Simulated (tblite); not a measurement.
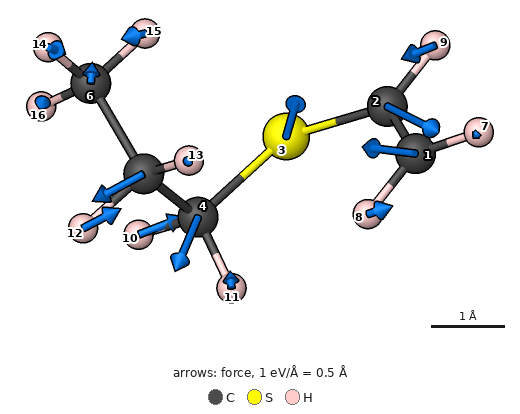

Starting geometry of C₅H₁₀S with the computed forces as blue arrows. Style: ball-and-stick. Shown face on.

All numbers below come from GFN2-xTB geometry optimisation, gas phase in tblite 0.8.0. 

**Is this structure relaxed? If not, where do the atoms go?**

It isn't relaxed: the largest force vector, on a C atom, is 3.02 eV/Å. The final displacements have little in common with the starting forces (cosine between the two patterns 0.22). Over 86 geometry steps the energy falls by 15.8 kcal/mol. An H atom moves most after the best rigid fit: 0.45 Å. By element the largest moves are H 0.45 Å, S 0.24 Å, C 0.22 Å. Among the contacts that change: C–S 1.779 → 1.825 Å, C–H 1.136 → 1.094 Å, C–C 1.360 → 1.323 Å, C–H 1.109 → 1.087 Å. Among the angles between lasting bonds that change: C–S–C 118.1° → 104.4°, S–C–H 121.1° → 109.3°, C–C–H 113.8° → 123.6°.
